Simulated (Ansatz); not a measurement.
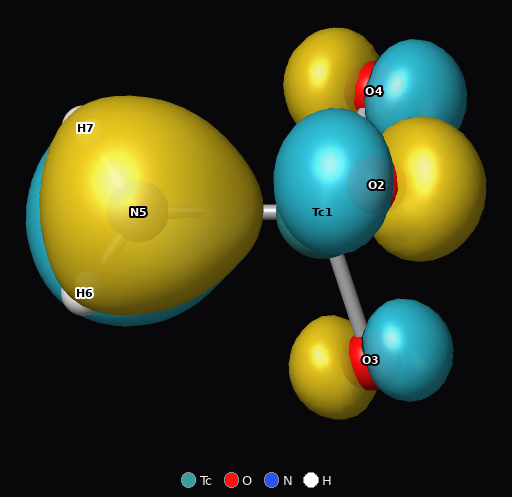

H$_{2}$NO$_{3}$Tc (TcO3(NH2)). One frontier orbital at ±0.1 Å⁻³ᐟ² (yellow and cyan are the two phases), seen across its widest extent.

Geometry: PBE-D4/def2-SVP; core potentials replace the inner electrons of Tc; not at a stationary point (largest force 1.6 eV/Å).

Level of theory: Ansatz, RKS PBE0-D4/def2-TZVP.

Input

```
crystal:
  periodic: [false, false, false]
  atoms:
    - {symbol: Tc, position_ang: [0.352294, 0.617247, 0.229089]}
    - {symbol: O, position_ang: [0.341337, 0.625834, 1.925874]}
    - {symbol: O, position_ang: [1.949775, 0.549529, -0.326642]}
    - {symbol: O, position_ang: [-0.490921, 1.974843, -0.330878]}
    - {symbol: N, position_ang: [-0.537169, -0.928023, -0.450561]}
    - {symbol: H, position_ang: [-0.057215, -1.824364, -0.579141]}
    - {symbol: H, position_ang: [-1.558102, -1.015057, -0.467741]}
basis:
  gaussian: {orbitals: def2-TZVP, initial_orbitals: start.molden}
hamiltonian: {xc: pbe0, dispersion: d4}
scf: {omitted_lower_state_checks: [starts]}
output: {forces: true, orbitals: {seedname: orbitals}}
```

Launched as:

```sh
ansatz run in.yaml --threads 4 --pin off --events-out ev --progress --plain --max-ram 3916MiB
```

**Which orbital is it: HOMO or LUMO?**

The HOMO, at −8.81 eV. Its weight (Hirshfeld) is mainly on N5 (about 55 %), O2 (about 15 %) and O4 (about 5 %).
